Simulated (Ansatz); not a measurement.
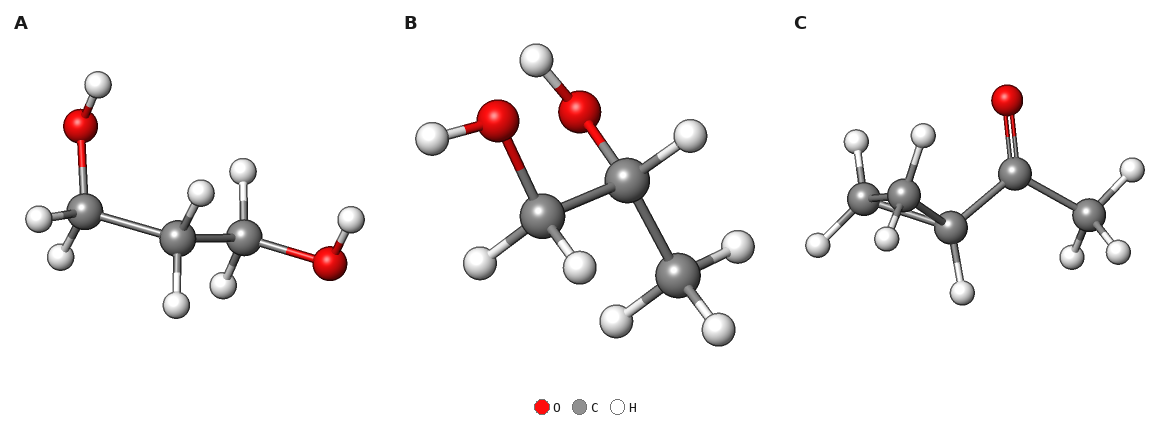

Simulated data, not a measurement (program: Ansatz).

```xyz
13
charge 0, multiplicity 1
C    -1.4347    0.4773    0.6101
C    -0.1194    0.5195   -0.1284
O     0.7831    1.3039    0.6216
C     0.4556   -0.8639   -0.3412
O     1.7032   -0.6976   -0.9931
H    -1.8128    1.4898    0.7573
H    -1.3056    0.0169    1.5927
H    -2.1800   -0.0908    0.0489
H    -0.2700    0.9731   -1.1210
H     1.6504    1.1709    0.2230
H     0.5839   -1.3497    0.6351
H    -0.2313   -1.4670   -0.9494
H     2.1982   -1.5172   -0.9410
```

> Which panel shows the molecule in this file?

B. The file holds C3H8O2, `C[C@@H](O)CO`.
